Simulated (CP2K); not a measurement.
4-silylpyridine has these distinct C atoms: C2 (bonded to 2 C and Si), C3 (bonded to 2 C and H) and C4 (bonded to C, N and H).

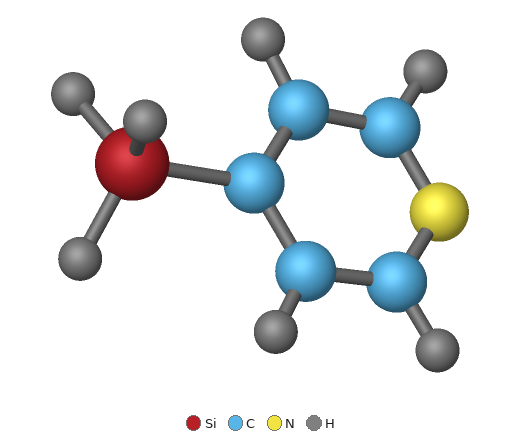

The molecule (silicon red, carbon blue, nitrogen yellow, hydrogen grey).

```xyz
14

Si    2.2616   -0.1374    0.1079
C     0.3902   -0.0232    0.0259
C    -0.2647    1.1982   -0.2026
C    -1.6604    1.2322   -0.2670
N    -2.4424    0.1486   -0.1212
C    -1.8156   -1.0211    0.0939
C    -0.4268   -1.1566    0.1744
H     2.8296   -0.3929   -1.2472
H     2.8162    1.1461    0.6223
H     2.6523   -1.2595    1.0067
H     0.2987    2.1251   -0.3232
H    -2.1821    2.1771   -0.4413
H    -2.4621   -1.8951    0.2111
H     0.0054   -2.1414    0.3604
```

Their partial C K spectra (CP2K XAS_TDP, all-electron GAPW, PBEh(45%), aug-pc-1, TDA, GW2X-corrected core level, no relativity) are given in random order, each times the number of alike atoms.

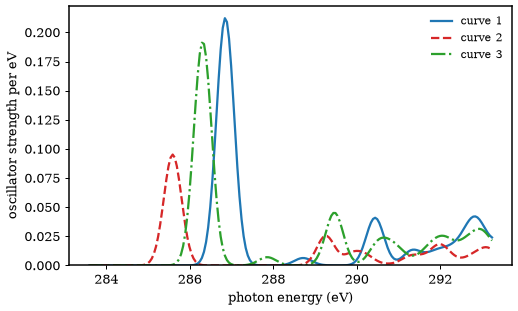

Gaussian full width 0.5 eV, oscillator strength per eV, alike atoms added, rows of zeros left out.

**Question.** Which curve belongs to which atom?

Curve 1: C4 (bonded to C, N and H), leading line at 286.85 eV (f = 0.057 an atom), ionisation energy 292.36 eV, term value 5.51 eV. Curve 2: C2 (bonded to 2 C and Si), leading line at 285.59 eV (f = 0.051 an atom), ionisation energy 291.33 eV, term value 5.74 eV. Curve 3: C3 (bonded to 2 C and H), leading line at 286.31 eV (f = 0.051 an atom), ionisation energy 291.57 eV, term value 5.26 eV. The leading line of an atom is its first one with 35 % of the strongest within 2.5 eV of its lowest line over the strength cut. A line lies at the core ionisation energy, which rises as an atom loses charge to its neighbours or to a π system, less the term value, which is large for a low π* or σ* orbital with weight on that atom.

[Banner, clock and machine lines of the logs are left out without a mark of their own.]

[Logs are printed without paths, hosts, clocks, repeated set-up lines and the standing remarks that a program may print on its own settings, such as how far it seeks lower states.]

[Hosts, paths, dates, database ids (printed as entryN), source tags and the programs' standing remarks are cut or masked in the printed files.]
